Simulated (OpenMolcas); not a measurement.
C2H6Zn (dimethylzinc): a line through the functionals

C2H6Zn has 9 atoms, charge 0, and is taken as a singlet. As SMILES, `[CH3][Zn][CH3]`. The coordinates come from a PBE0-D4/def2-TZVP relaxation.

The HOMO–LUMO gap y, in eV, basis cc-pVDZ; a is the functional's share of exact exchange. Programs: OpenMolcas 26.06.

```
functional     program     a  y (eV)
       PBE  OpenMolcas     0    5.42
    revPBE  OpenMolcas     0    5.43
     B3LYP  OpenMolcas   0.2    6.76
      PBE0  OpenMolcas  0.25       ?
     BHLYP  OpenMolcas   0.5    8.87
```

**Question.** Fit y = c + s·a to the known rows and predict PBE0.

**Answer.** 
1. Means of the 4 rows: a = 0.1750, y = 6.620.
2. Σ(Δa)² = 0.1675, Σ(Δa·Δy) = 1.153, so the slope is 1.153/0.1675 = 6.8836.
3. Intercept: 6.620 − (6.8836) × 0.1750 = 5.415. The largest residual of the fit is 0.032.
4. PBE0: 5.415 + (6.8836) × 0.25 = 7.14 eV.

The run gave 7.29 eV, so the prediction is off by -0.15 eV, more than the largest residual. Exact exchange lowers occupied levels and raises empty ones. The rows mix families of semi-local functionals, which the line can't see.

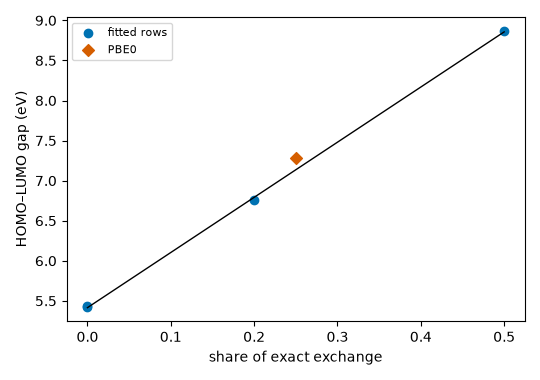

The fitted line, with the withheld row.
